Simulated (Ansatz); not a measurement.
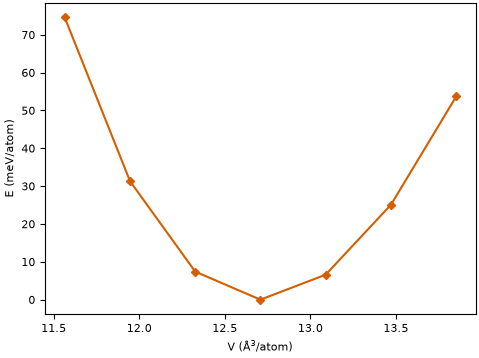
*ZrSiO in space group P4/nmm (No. 129; Zr on 2c, Si on 2a, O on 2c) under volume change, LDA (plane waves, PAW; program Ansatz), shape and atoms relaxed at each volume.*

Q: What does a third-order Birch–Murnaghan fit give for V₀, B₀ and B′?

A: V₀ = 12.71 Å³/atom, B₀ = 195 GPa, B′ = 4.5.

The first step of the workflow began from a Materials Project structure, measured or hypothetical; the Crystallography Open Database copy checked does not list it. Whether it is the stable phase at ambient conditions was not checked. Symmetry was held in the LDA relaxation; of distortions, only those at the zone centre were tested. No spin polarisation was allowed.

Potentials: the later of the program's two PAW sets.
